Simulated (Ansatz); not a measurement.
BCl3Li (charge +1)

```xyz
5

Li   -0.0352   -0.2614   -2.1893
Cl    0.0368    0.2720    2.2768
B     0.0096    0.0716    0.5996
Cl   -0.8862    1.1591   -0.4727
Cl    0.8749   -1.2413   -0.2144
```

Geometry: PBE0-D4/def2-TZVP.

These are results of Ansatz, RKS PBE0-D4/def2-TZVPPD, not measurements.

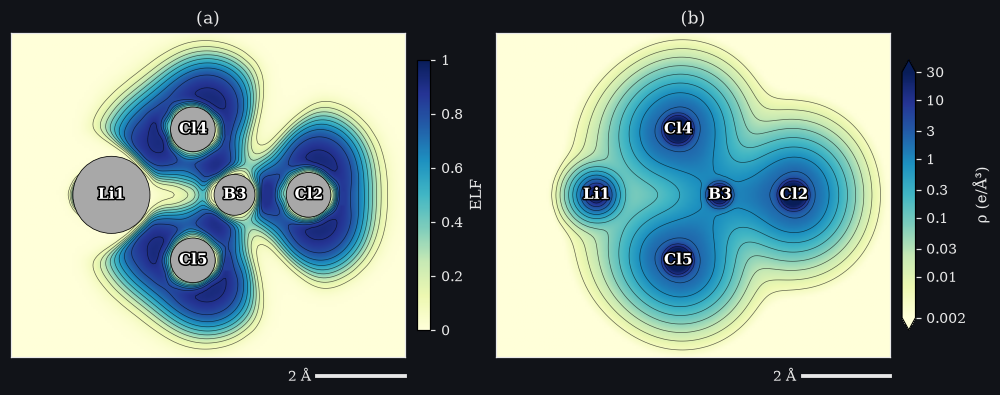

Figure 1. (a) electron localisation function; (b) electron density on the molecular plane. Grey discs cover the atomic cores in the ELF map.

> What do the fields say about this system?

- Atoms in the plane: Li, Cl and B.
- B–Cl (1.69 Å): ρ is about 1.5 e/Å³ halfway; the ELF peaks at about 0.90 between the atoms (a polar covalent bond).
- Li–Cl (2.39 Å): ρ is about 0.33 e/Å³ halfway; the ELF peaks at about 0.90 in the valence shell of Cl, 0.9 Å from its nucleus, and falls to about 0 next to Li: an ionic contact with no shared pair.
- B–Cl (1.77 Å): ρ at the midpoint is about 1.3 e/Å³; the ELF peaks at about 0.90 between the atoms; a polar covalent bond.
- The ELF also peaks beside Cl2, away from the bonds: lone-pair regions.

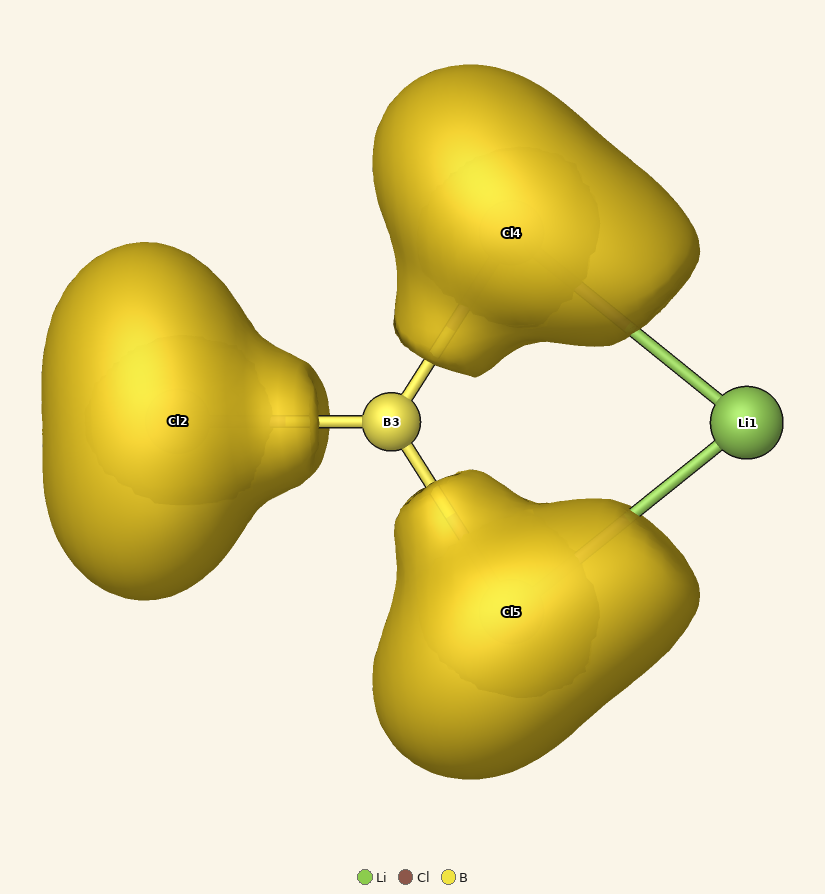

Figure 2. Isosurface of the ELF at 0.75 (yellow), seen at a tilt. Core shells and regions of very low density are left out.

> Identify the bonds, lone pairs and shells in this picture.

At this value the surface marks out three regions on Cl in which the atom's valence shell and bonds are merged.

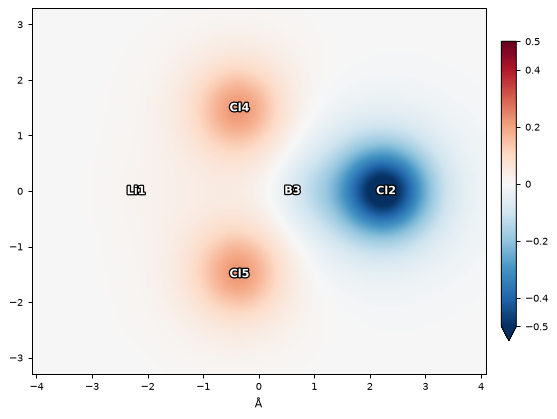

Figure 3. The HOMO−1 on a plane 0.8 Å above the molecular plane (values in Å⁻³ᐟ²; the overall sign is arbitrary).

> Where does this orbital lie, and at what energy?

Its weight (Hirshfeld) is mainly on Cl2 (about 70 %), Cl4 (about 10 %), Cl5 (about 10 %) and B3 (about 5 %); it changes sign across the molecular plane (π type); π-antibonding (a node) across B3–Cl4 and B3–Cl5. Its energy is −14.48 eV.
